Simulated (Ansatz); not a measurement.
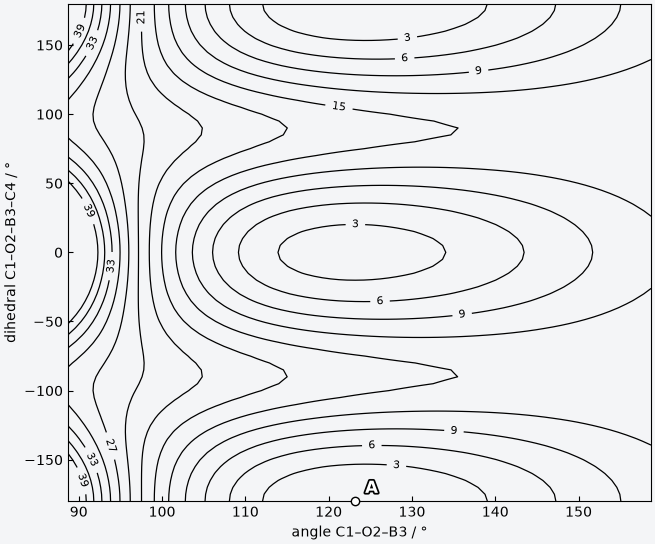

C2H7BOSi, SMILES COB1C[SiH2]1. First axis: angle C1–O2–B3. Second axis: dihedral C1–O2–B3–C4. Nothing is relaxed (all other coordinates rigid). Grid: 7 × 8 points. Points are written as (first, second). All energies are given in kcal/mol relative to the relaxed molecule at the same level. Method: Ansatz, RKS CAM-B3LYP-D4/def2-SVP.

Drawn: contour lines labelled in kcal/mol (none above 39), the point A. Between grid points the surface is interpolated.

Find the lowest pass out of the well at A.

Answer. The easiest path leads from the well at (123.7°, −180°) to the well at (123.7°, 0°), about 1.3 kcal/mol higher. Its highest point lies about 15 kcal/mol above the bottom of the first well on the interpolated surface, at about (149°, 90°). The start is the relaxed structure and all else is held, so a fully relaxed path at this level can only be lower.

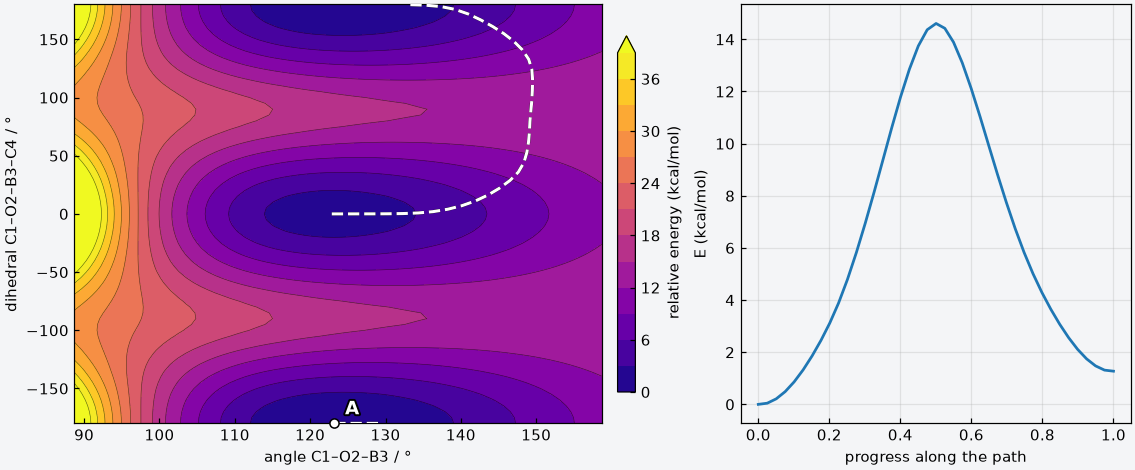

Drawn: filled contours, a line along the lowest path, one colour for all values above the top of the scale, the energy along the path at the right. Between grid points the surface is interpolated.
